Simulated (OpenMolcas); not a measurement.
**CoH$_{8}$O$_{4}$F$_{2}$: single-point calculation (part 1 of 2)**

The run: single-point calculation of CoH$_{8}$O$_{4}$F$_{2}$ (trans-CoF2(H2O)4), multiplicity 4. Method and program: CASPT2/ANO-RCC-VDZ, DKH2 (OpenMolcas 26.06).

The geometry is that of the parent species in another charge or spin state. The geometry comes from this level: GFN2-xTB.

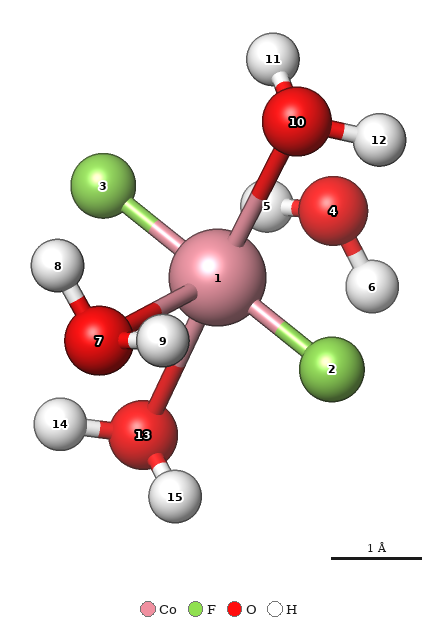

Fig. 1: The structure as given in the input (ball-and-stick view, seen at a tilt; atoms are numbered from 1 in the order of the input). Sticks mark near contacts. Bond lengths as drawn: Co–F 1.71 Å, Co–O 2.32 to 2.34 Å and H–O 0.96 Å.

## Input
```
&GATEWAY
 Coord
 15
 angstrom
 Co      -0.010070      -0.001220      -0.001680
 F        0.009550      -0.033650       1.704930
 F       -0.028270       0.029490      -1.706910
 O        2.332490       0.123250      -0.018860
 H        2.440860      -0.440800      -0.790770
 H        2.458230      -0.429390       0.758670
 O       -2.349140      -0.112620      -0.032790
 H       -2.437070       0.387290      -0.850670
 H       -2.486660       0.501650       0.694460
 O       -0.059310       2.318000       0.012280
 H        0.474240       2.423380      -0.781760
 H        0.528900       2.422920       0.766820
 O        0.077890      -2.319420       0.030580
 H       -0.576360      -2.463510      -0.660140
 H       -0.375280      -2.405380       0.875840
 Basis
 ANO-RCC-VDZ
 Group
 NoSym
 RICD

&SEWARD

&RASSCF
 FileOrb
 $CurrDir/step2.RasOrb
 Spin
 4
 Nactel
 7 0 0
 Inactive
 39
 Ras2
 5
 OrbListing
 Nothing
 OrbAppear
 Compact

&CASPT2
 IPEA
 0
 Imaginary
 0.1
```

Run on 1 thread of Arm Neoverse V1, 24 GiB of memory available, shared host.

Launched with:
```bash
export MOLCAS_MEM=1860
pymolcas step7.inp > step7.log
```

## Output
```
--- Start Module: gateway ---

                                              &GATEWAY

                       available to each process: 1.9 GB of memory, 1 thread

++    Symmetry information:
      ---------------------

                    Character Table for C1

                             E
                    a        1  x, y, xy, Rz, z, xz, Ry, yz, Rx, I
--

++    Basis set information:
      ----------------------

      Basis set label: CO.ANO-RCC...5S4P2D.

      Electronic valence basis set:
      ------------------
      Associated Effective Charge  27.000000 au
      Associated Actual Charge     27.000000 au
      Nuclear Model: Point charge

      Shell  nPrim  nBasis  Cartesian Spherical Contaminant
         s      21       5        X
         p      15       4        X
         d      10       2                 X

      Basis set label: F.ANO-RCC...3S2P.

      Electronic valence basis set:
      ------------------
      Associated Effective Charge   9.000000 au
      Associated Actual Charge      9.000000 au
      Nuclear Model: Point charge

      Shell  nPrim  nBasis  Cartesian Spherical Contaminant
         s      14       3        X
         p       9       2        X

      Basis set label: O.ANO-RCC...3S2P.

      Electronic valence basis set:
      ------------------
      Associated Effective Charge   8.000000 au
      Associated Actual Charge      8.000000 au
      Nuclear Model: Point charge

      Shell  nPrim  nBasis  Cartesian Spherical Contaminant
         s      14       3        X
         p       9       2        X

      Basis set label: H.ANO-RCC...2S.

      Electronic valence basis set:
      ------------------
      Associated Effective Charge   1.000000 au
      Associated Actual Charge      1.000000 au
      Nuclear Model: Point charge

      Shell  nPrim  nBasis  Cartesian Spherical Contaminant
         s       8       2        X

      Basis set label: O.ANO-RCC...3S2P.

      Electronic valence basis set:
      ------------------
      Associated Effective Charge   8.000000 au
      Associated Actual Charge      8.000000 au
      Nuclear Model: Point charge

      Shell  nPrim  nBasis  Cartesian Spherical Contaminant
         s      14       3        X
         p       9       2        X

      Basis set label: H.ANO-RCC...2S.

      Electronic valence basis set:
      ------------------
      Associated Effective Charge   1.000000 au
      Associated Actual Charge      1.000000 au
      Nuclear Model: Point charge

      Shell  nPrim  nBasis  Cartesian Spherical Contaminant
         s       8       2        X

      Basis set label: O.ANO-RCC...3S2P.

      Electronic valence basis set:
      ------------------
      Associated Effective Charge   8.000000 au
      Associated Actual Charge      8.000000 au
      Nuclear Model: Point charge

      Shell  nPrim  nBasis  Cartesian Spherical Contaminant
         s      14       3        X
         p       9       2        X

      Basis set label: H.ANO-RCC...2S.

      Electronic valence basis set:
      ------------------
      Associated Effective Charge   1.000000 au
      Associated Actual Charge      1.000000 au
      Nuclear Model: Point charge

      Shell  nPrim  nBasis  Cartesian Spherical Contaminant
         s       8       2        X

      Basis set label: O.ANO-RCC...3S2P.

      Electronic valence basis set:
      ------------------
      Associated Effective Charge   8.000000 au
      Associated Actual Charge      8.000000 au
      Nuclear Model: Point charge

      Shell  nPrim  nBasis  Cartesian Spherical Contaminant
         s      14       3        X
         p       9       2        X

      Basis set label: H.ANO-RCC...2S.

      Electronic valence basis set:
      ------------------
      Associated Effective Charge   1.000000 au
      Associated Actual Charge      1.000000 au
      Nuclear Model: Point charge

      Shell  nPrim  nBasis  Cartesian Spherical Contaminant
         s       8       2        X
--

++    Molecular structure info:
      -------------------------

                    ************************************************
                    **** Cartesian Coordinates / bohr, angstrom ****
                    ************************************************

     Center  Label                x              y              z                     x              y              z
        1      CO1             -0.019030      -0.002305      -0.003175             -0.010070      -0.001220      -0.001680
        2      F2               0.018047      -0.063589       3.221851              0.009550      -0.033650       1.704930
        3      F3              -0.053423       0.055728      -3.225592             -0.028270       0.029490      -1.706910
        4      O4               4.407767       0.232909      -0.035640              2.332490       0.123250      -0.018860
        5      H5               4.612557      -0.832991      -1.494339              2.440860      -0.440800      -0.790770
        6      H6               4.645381      -0.811430       1.433679              2.458230      -0.429390       0.758670
        7      O7              -4.439231      -0.212821      -0.061964             -2.349140      -0.112620      -0.032790
        8      H8              -4.605395       0.731872      -1.607533             -2.437070       0.387290      -0.850670
        9      H9              -4.699106       0.947981       1.312339             -2.486660       0.501650       0.694460
       10      O10             -0.112080       4.380385       0.023206             -0.059310       2.318000       0.012280
       11      H11              0.896184       4.579524      -1.477312              0.474240       2.423380      -0.781760
       12      H12              0.999476       4.578655       1.449080              0.528900       2.422920       0.766820
       13      O13              0.147191      -4.383069       0.057788              0.077890      -2.319420       0.030580
       14      H14             -1.089163      -4.655359      -1.247484             -0.576360      -2.463510      -0.660140
       15      H15             -0.709176      -4.545509       1.655098             -0.375280      -2.405380       0.875840

                    ***************************************
                    *    InterNuclear Distances / bohr    *
                    ***************************************

               1 CO1           2 F2            3 F3            4 O4            5 H5            6 H6
    1 CO1      0.000000
    2 F2       3.225821        0.000000
    3 F3       3.223124        6.448943        0.000000
    4 O4       4.433160        5.474377        5.487204        0.000000
    5 H5       4.936112        6.629023        5.055534        1.818209        0.000000
    6 H6       4.947318        5.016877        6.673794        1.818241        2.928281        0.000000
    7 O7       4.425602        5.538325        5.414423        8.858259        9.185378        9.226346
    8 H8       4.914034        6.732899        4.878088        9.162800        9.350521        9.859392
    9 H9       4.953457        5.188549        6.555251        9.233825        9.887182        9.509453
   10 O10      4.383758        5.476967        5.409324        6.134659        7.197529        7.181769
   11 H11      4.899374        6.664215        4.941960        5.770850        6.565596        7.182808
   12 H12      4.912392        5.065210        6.589236        5.718947        7.141707        6.507371
   13 O13      4.384339        5.355920        5.524830        6.282395        5.911991        5.906217
   14 H14      4.934004        6.502708        5.213445        7.455197        6.868846        7.406040
   15 H15      4.885373        4.803247        6.739624        7.202429        7.212668        6.531743

               7 O7            8 H8            9 H9           10 O10          11 H11          12 H12
    7 O7       0.000000
    8 H8       1.819022        0.000000
    9 H9       1.817610        2.929358        0.000000
   10 O10      6.311025        6.013388        5.872314        0.000000
   11 H11      7.310023        6.714816        7.230320        1.818738        0.000000
   12 H12      7.404123        7.453536        6.758279        1.818786        2.928215        0.000000
   13 O13      6.200046        7.177951        7.313042        8.767356        9.123903        9.109038
   14 H14      5.688986        6.443274        7.140155        9.176820        9.448677        9.843825
   15 H15      5.969405        7.326393        6.798196        9.093470        9.780359        9.285059

              13 O13          14 H14          15 H15
   13 O13      0.000000
   14 H14      1.818363        0.000000
   15 H15      1.819657        2.929409        0.000000

                    *******************************************
                    *    InterNuclear Distances / angstrom    *
                    *******************************************

               1 CO1           2 F2            3 F3            4 O4            5 H5            6 H6
    1 CO1      0.000000
    2 F2       1.707031        0.000000
    3 F3       1.705604        3.412634        0.000000
    4 O4       2.345927        2.896916        2.903703        0.000000
    5 H5       2.612078        3.507928        2.675273        0.962155        0.000000
    6 H6       2.618008        2.654817        3.531620        0.962172        1.549579        0.000000
    7 O7       2.341928        2.930755        2.865189        4.687589        4.860693        4.882372
    8 H8       2.600395        3.562896        2.581373        4.848745        4.948083        5.217366
    9 H9       2.621257        2.745662        3.468889        4.886330        5.232072        5.032186
   10 O10      2.319785        2.898286        2.862491        3.246322        3.808768        3.800429
   11 H11      2.592637        3.526551        2.615173        3.053802        3.474364        3.800979
   12 H12      2.599526        2.680394        3.486873        3.026336        3.779229        3.443552
   13 O13      2.320092        2.834231        2.923614        3.324500        3.128491        3.125435
   14 H14      2.610963        3.441085        2.758837        3.945120        3.634837        3.919107
   15 H15      2.585228        2.541769        3.566456        3.811361        3.816780        3.456450

               7 O7            8 H8            9 H9           10 O10          11 H11          12 H12
    7 O7       0.000000
    8 H8       0.962585        0.000000
    9 H9       0.961838        1.550150        0.000000
   10 O10      3.339651        3.182148        3.107495        0.000000
   11 H11      3.868298        3.553328        3.826121        0.962434        0.000000
   12 H12      3.918093        3.944242        3.576327        0.962460        1.549544        0.000000
   13 O13      3.280923        3.798408        3.869895        4.639485        4.828161        4.820295
   14 H14      3.010482        3.409634        3.778407        4.856164        5.000025        5.209128
   15 H15      3.158873        3.876960        3.597450        4.812057        5.175543        4.913442

              13 O13          14 H14          15 H15
   13 O13      0.000000
   14 H14      0.962237        0.000000
   15 H15      0.962921        1.550176        0.000000

                    **************************************
                    *    Valence Bond Angles / degree    *
                    **************************************
                          Atom centers                 Phi
                      5 H5       4 O4       6 H6       107.27
                      4 O4       5 H5       6 H6        36.37
                      4 O4       6 H6       5 H5        36.36
                      8 H8       7 O7       9 H9       107.32
                      7 O7       8 H8       9 H9        36.32
                      7 O7       9 H9       8 H8        36.36
                     11 H11     10 O10     12 H12      107.22
                     10 O10     11 H11     12 H12       36.39
                     10 O10     12 H12     11 H11       36.39
                     14 H14     13 O13     15 H15      107.26
                     13 O13     14 H14     15 H15       36.38
                     13 O13     15 H15     14 H14       36.35
--

            Nuclear Potential Energy            655.94998848 au

--- Stop Module: gateway /rc=_RC_ALL_IS_WELL_ ---
--- Module gateway spent 2 seconds ---

--- Start Module: seward ---

                                              &SEWARD

                       available to each process: 1.9 GB of memory, 1 thread

               SEWARD will generate:
                  Multipole Moment integrals up to order  2
                  Kinetic Energy integrals
                  Nuclear Attraction integrals (point charge)
                  One-Electron Hamiltonian integrals
                  Velocity integrals
                  Relativistic Douglas-Kroll-Hess integrals:
                    - Parametrization         : EXP
                    - DKH order of Hamiltonian: 2
                    - DKH order of Properties : 0
                         - multipole moment operators
                         - electric potential operators
                         - contact operators
                  Orbital angular momentum around ( -0.0100  -0.0001  -0.0030 )
                  Velocity quadrupole around ( -0.0100  -0.0001  -0.0030 )
                  Atomic mean-field integrals
                  RI decomposed two-electron repulsion integrals stored Cholesky style
                   - acCD auxiliary basis
                   - CD Threshold:   1.00E-04

                   Integrals are discarded if absolute value <: 1.00E-14
                   Integral cutoff threshold is set to       <: 1.00E-16

            Nuclear Potential Energy            655.94998848 au

      Basis set specifications :
      Symmetry species         a
      Basis functions           97

--- Stop Module: seward /rc=_RC_ALL_IS_WELL_ ---
--- Module seward spent 2 seconds ---

--- Start Module: rasscf ---

                                              &RASSCF

                       available to each process: 1.9 GB of memory, 1 thread

      Header of the ONEINT file:
      --------------------------

      OrdInt status: non-squared

      Cartesian coordinates in angstrom:
      -----------------------------------------------------
      No.  Label        X            Y            Z
      -----------------------------------------------------
       1   CO1       -0.01007000  -0.00122000  -0.00168000
       2   F2         0.00955000  -0.03365000   1.70493000
       3   F3        -0.02827000   0.02949000  -1.70691000
       4   O4         2.33249000   0.12325000  -0.01886000
       5   H5         2.44086000  -0.44080000  -0.79077000
       6   H6         2.45823000  -0.42939000   0.75867000
       7   O7        -2.34914000  -0.11262000  -0.03279000
       8   H8        -2.43707000   0.38729000  -0.85067000
       9   H9        -2.48666000   0.50165000   0.69446000
      10   O10       -0.05931000   2.31800000   0.01228000
      11   H11        0.47424000   2.42338000  -0.78176000
      12   H12        0.52890000   2.42292000   0.76682000
      13   O13        0.07789000  -2.31942000   0.03058000
      14   H14       -0.57636000  -2.46351000  -0.66014000
      15   H15       -0.37528000  -2.40538000   0.87584000
      -----------------------------------------------------
      Nuclear repulsion energy =  655.94998848

++    Wave function specifications:
      -----------------------------

      Number of closed shell electrons          78
      Number of electrons in active shells       7
      Max number of holes in RAS1 space          0
      Max nr of electrons in RAS3 space          0
      Number of inactive orbitals               39
      Number of active orbitals                  5
      Number of secondary orbitals              53
      Spin quantum number                      1.5
      State symmetry                             1
--

++    Orbital specifications:
      -----------------------

      Symmetry species                           1
                                                 a
      Frozen orbitals                            0
      Inactive orbitals                         39
      Active orbitals                            5
      RAS1 orbitals                              0
      RAS2 orbitals                              5
      RAS3 orbitals                              0
      Secondary orbitals                        53
      Deleted orbitals                           0
      Number of basis functions                 97
--

++    CI expansion specifications:
      ----------------------------

      Number of CSFs                            10
      Number of determinants                    10
      Number of root(s) required                 1
      Root chosen for geometry opt.              1
      CI root used                               1

      highest root included in the CI            1
      max. size of the explicit Hamiltonian     10
--

++    Optimization specifications:
      ----------------------------

      RASSCF algorithm: LK RI/DF
      Maximum number of macro iterations       200
      Maximum number of SX iterations          100
      Threshold for RASSCF energy            1.000E-08
      Threshold for max MO rotation          1.000E-01
      Threshold for max BLB element          1.000E-04
      Level shift parameter                  5.000E-01
      Make Quasi-Newton update
--

      The MO-coefficients are taken from the file:
      step2.RasOrb
      Title: RASSCF average (pseudo-natural) orbitals

      Total molecular charge    0.00
```
